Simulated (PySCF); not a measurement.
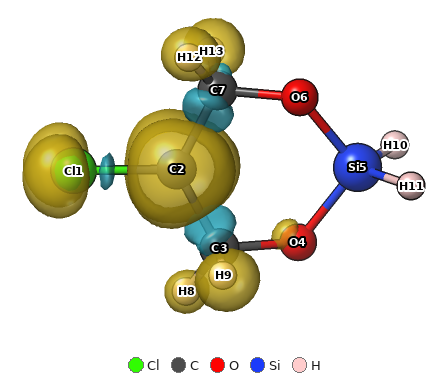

C3H6ClO2Si (SMILES Cl[C]1CO[SiH2]OC1) (doublet). Isosurfaces of the spin density at +0.02 (yellow) and −0.02 e/Å³ (cyan), seen across its widest extent.

Geometry: GFN2-xTB.

All numbers below come from UKS B3LYP, pcH-1 on C Cl H O Si, non-relativistic, mean-field spin-orbit, GIAO (PySCF 2.14.0, density-fitted response routines).

```xyz
13

Cl   -2.7447    0.9894    0.1014
C    -1.1480    0.4131   -0.0104
C    -0.9398   -1.0562    0.0303
O     0.2885   -1.4433   -0.5176
Si    1.6540   -0.6075   -0.1928
O     1.1895    0.8420    0.3976
C    -0.0522    1.4110    0.1126
H    -1.7300   -1.5607   -0.5426
H    -1.0008   -1.4362    1.0680
H     2.3043   -0.5417   -1.4921
H     2.4214   -1.1400    0.9211
H    -0.2759    2.1249    0.9224
H     0.0295    2.0056   -0.8156
```

Which atoms carry the spin?

Answer. The unpaired spin (1 electron) lies mostly on C2 (about 0.6) and Cl1 (about 0.1), in electrons by Hirshfeld's partition.
